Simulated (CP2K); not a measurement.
## Convergence study of the k-point mesh at a smearing width of 0.02 eV for Na (Im-3m, 1 atom in the cell)

```
Na
1.0
    3.70771     0.00000     0.00000
   -1.23591     3.49567     0.00000
   -1.23591    -1.74783     3.02734
Na
1
Direct
  0.00000   0.00000   0.00000
```

Method of the run: CP2K with PBE, GPW, DZVP-MOLOPT-SR-GTH basis, GTH-PBE potentials (GTH_POTENTIALS).

Base settings: CUTOFF = 950 Ry; REL_CUTOFF = 60 Ry; SMEAR/METHOD = FERMI_DIRAC; ELECTRONIC_TEMPERATURE = 1160.45 K; KPOINTS/SCHEME = MONKHORST-PACK 5 5 5; XC_FUNCTIONAL = PBE; Na/BASIS_SET = DZVP-MOLOPT-SR-GTH-q9; Na/POTENTIAL = GTH-PBE-q9; METHOD = GPW; EPS_DEFAULT = 1e-10.

In this ladder: ELECTRONIC_TEMPERATURE = 232.09 K. Moved along: GAMMA_CENTERED.

Only quantities that move along the ladder and can be compared are tabulated.

The starting cell has typed, rounded lattice constants, without a prior relaxation at this level. Its lattice was rescaled by up to half a per cent. Values carry the incompleteness of an atom-centred basis. Without a gap this mesh is coarse (it stands for a supercell whose shortest vector is 19 Å).

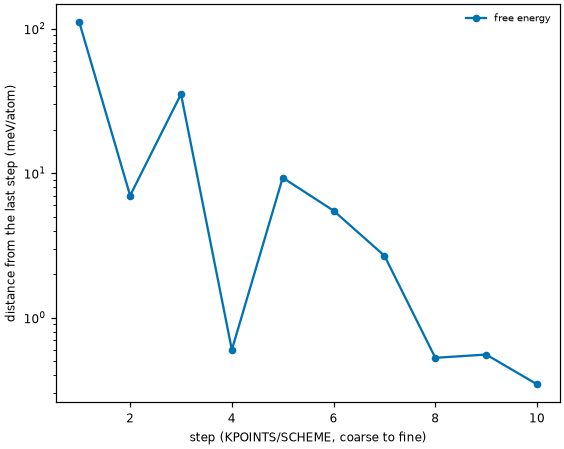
Fig. 1. Distance from the last step along the ladder; very small values are drawn at a floor.

| KPOINTS/SCHEME | free energy less the last step's (meV/atom) | pressure (GPa) |
|---|---|---|
| MONKHORST-PACK 4 4 4 | 111.04 | 0.12 |
| MONKHORST-PACK 5 5 5 | 7.01 | -0.15 |
| MONKHORST-PACK 6 6 6 | 35.29 | -0.08 |
| MONKHORST-PACK 7 7 7 | -0.60 | -0.17 |
| MONKHORST-PACK 8 8 8 | 9.32 | -0.15 |
| MONKHORST-PACK 10 10 10 | 5.51 | -0.15 |
| MONKHORST-PACK 12 12 12 | 2.69 | -0.16 |
| MONKHORST-PACK 14 14 14 | 0.53 | -0.17 |
| MONKHORST-PACK 17 17 17 | 0.56 | -0.17 |
| MONKHORST-PACK 21 21 21 | 0.35 | -0.17 |
| MONKHORST-PACK 26 26 26 | 0.00 | -0.17 |

Coarsest KPOINTS/SCHEME that holds the free energy within 2 meV/atom of the last step, with all finer ones: MONKHORST-PACK 14 14 14; the step before is off by 2.7 meV/atom.

Coarsest KPOINTS/SCHEME that holds the pressure within 0.1 GPa of the last step, with all finer ones: MONKHORST-PACK 5 5 5; the step before is off by 0.29 GPa.
